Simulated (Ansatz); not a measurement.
Effect of Si → Al on NbSi2

Base system: NbSi2 (space group P6_222, No. 180; a = 4.7928 Å, c = 6.5854 Å).

Now apply this change: Al takes the place of Si on all its sites; the structure is relaxed again.

Calculations: Ansatz (a first-principles code), r2SCAN, PAW, cutoff 500 eV, no SOC. Γ-centred 11×11×7 mesh, Fermi–Dirac width 0.05 eV.

```tsv
quantity	base	changed	shift
volume per atom	14.56 Å³	16.79 Å³	+2.237 Å³
density	5.67 g/cm³	4.84 g/cm³	-0.83 g/cm³
lattice parameter a	4.793 Å	5.004 Å	+0.211 Å
c/a ratio	1.374	1.393	+0.019
space group	P6_222 (No. 180)	P6_222 (No. 180)	–
shortest interatomic distance	2.559 Å	2.721 Å	+0.162 Å
band gap	zero	zero	–
```

Final structure:

```
CELL_PARAMETERS angstrom
      5.00403     0.00000     0.00000
     -2.50202     4.33362     0.00000
      0.00000     0.00000     6.96973
ATOMIC_POSITIONS crystal
  Nb 0.50000 0.00000 0.00000
  Nb 0.50000 0.50000 0.33333
  Nb 0.00000 0.50000 0.66667
  Al 0.17326 0.34652 0.00000
  Al 0.82674 0.17326 0.33333
  Al 0.65348 0.82674 0.66667
  Al 0.82674 0.65348 0.00000
  Al 0.17326 0.82674 0.33333
  Al 0.34652 0.17326 0.66667
```

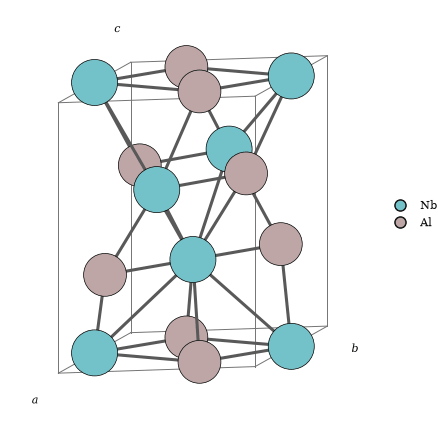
The relaxed conventional cell after the change

Whether these cells are dynamically stable was not tested. As relaxed here, NbAl2 is a hypothetical phase, not in the database extracts checked. All final runs are without spin polarisation. An odd electron count without spin: NbAl2 and NbSi2. NbAl2 has a high density of states at the Fermi level and may be magnetic at this level.
